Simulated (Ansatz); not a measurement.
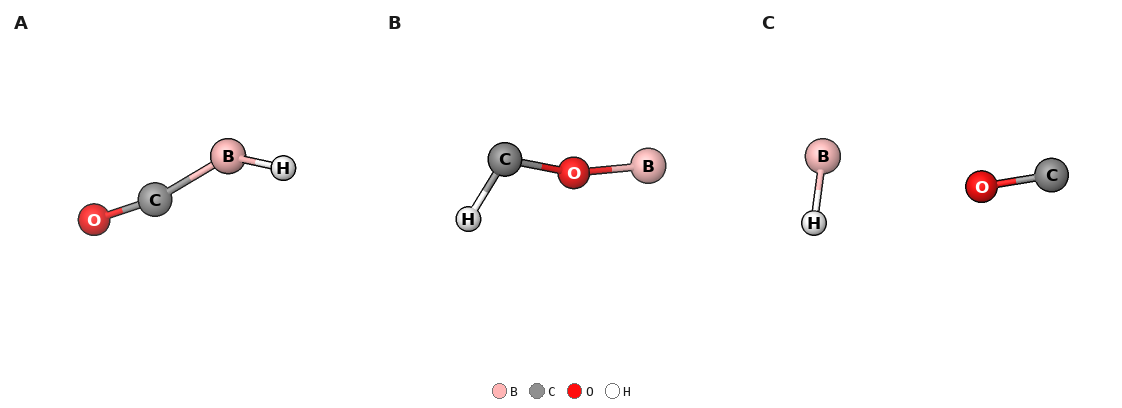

3 stationary structures of one formula. Geometries: PBE-D4/def2-SVP. Electronic energies: PBE-D4/def2-SVP (Ansatz 0.2.0), without zero-point energy. No frequency run is at hand to confirm each as a minimum.

Which structure is the most stable?

A is lowest; B lies 193.0 kJ/mol above it, C lies 197.0 kJ/mol above it.
